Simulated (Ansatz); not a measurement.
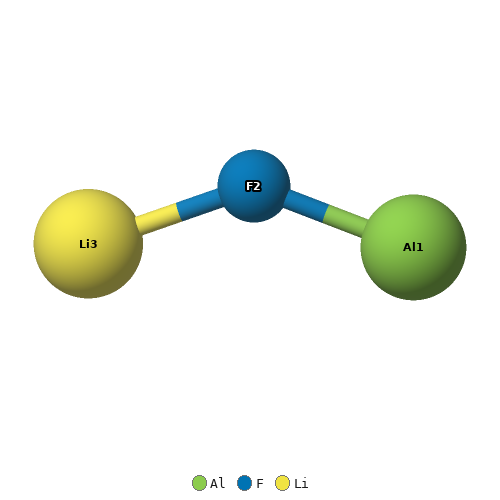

The system is Al + FLi, spin multiplicity 2; the picture shows the reference structure. 
- First axis: distance Al1–F2. Second axis: distance F2–Li3.
- Nothing is relaxed (the angle Al1–F2–Li3 is fixed at 140 degrees).
- The scan uses a 16 × 16 grid.
- Points are written as (first, second).
- All energies are given in kJ/mol relative to Al far from the relaxed FLi (each part in its own basis).
- Computed with UHF/def2-TZVPD in Ansatz.

Its coordinates:

```xyz
3

Al   -1.7350    0.0000    0.0000
F     0.0000    0.0000    0.0000
Li    1.3720    1.1512    0.0000
```

Range: distance Al1–F2 from 1.448 to 3.048 Å; distance F2–Li3 from 1.504 to 3.104 Å.

**What landscape does the calculation give?**

The lowest grid point is at (1.735 Å, 1.791 Å), −155 kJ/mol from Al far from the relaxed FLi (each part in its own basis). No other kind of well shows on this grid. The highest grid point, (3.048 Å, 3.104 Å), lies 407 kJ/mol above the lowest.

```csv
"distance F2–Li3 ↓, distance Al1–F2 →",1.448,1.565,1.735,1.934,2.155,2.392,2.645,2.911
2.967,−44,−115,−120,−68,9,86,157,218
2.701,−44,−118,−125,−75,−1,74,142,189
2.448,−47,−122,−132,−85,−15,57,120,139
2.211,−50,−128,−141,−98,−32,36,69,86
1.990,−53,−133,−151,−112,−51,−3,19,34
1.791,−51,−134,−155,−121,−68,−41,−23,−9
1.621,−34,−120,−145,−117,−81,−60,−44,−32
1.504,−4,−92,−121,−98,−73,−55,−40,−29
```

The table holds every second grid line.

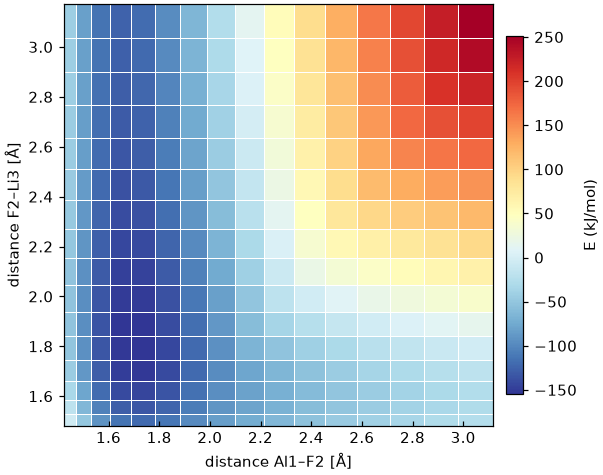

Drawn: one coloured cell a grid point.

Each point was launched as `ansatz run input.yaml --threads 1 --pin off --max-ram 2560MiB --backend cpu --events-out ev --progress --plain --runs-dir out`. Time for the 256 points that were run: 24 min on 1 thread of Arm Neoverse V2, on a shared host.
